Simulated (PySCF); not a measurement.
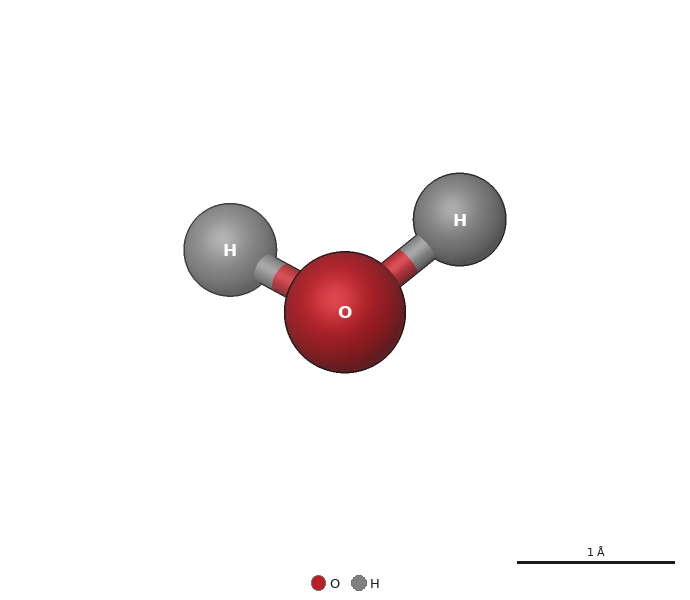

Distant atoms are faded towards the background colour. The computed structure is the end point of a PBE0-D3(BJ)/def2-SVP optimisation. No frequency run is at hand to confirm it as a minimum. Masses are those of the most abundant isotopes; constants are for the rigid equilibrium geometry.

**What kind of rotor is it, and what are its rotational constants in cm⁻¹?**

An asymmetric top (C2v): A = 26.3, B = 14.7, C = 9.43 cm⁻¹. Ray's parameter κ is −0.38, nearer the prolate limit.
